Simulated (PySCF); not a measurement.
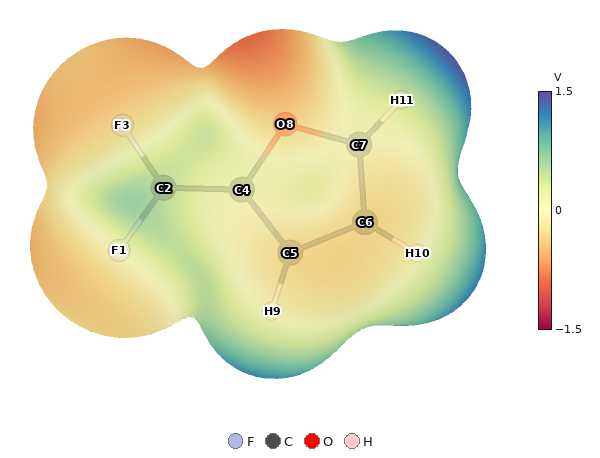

Figure 1: C5H3F2O (SMILES F[C](F)c1ccco1) (doublet). The molecular electrostatic potential painted on the density surface at 0.002 e/bohr³, seen at a tilt; red is negative and blue positive.

Geometry: GFN2-xTB.

Computed with UKS B3LYP, pcH-1 on C F H O, non-relativistic, mean-field spin-orbit, GIAO (PySCF).

```xyz
11

F     2.7207    0.2310   -0.9149
C     1.9688   -0.0802    0.1392
F     2.7111   -0.4162    1.1885
C     0.5995   -0.0458    0.1098
C    -0.2688    0.2955   -0.9463
C    -1.5610    0.1613   -0.4327
C    -1.4298   -0.2421    0.8702
O    -0.1322   -0.3716    1.2121
H     0.0308    0.5935   -1.9283
H    -2.4798    0.3380   -0.9524
H    -2.1538   -0.4609    1.6289
```

Q: Where is the surface potential most negative and most positive?

A: The most negative region (about −0.9 V) lies over O8, the most positive (about +1.4 V) over H11.
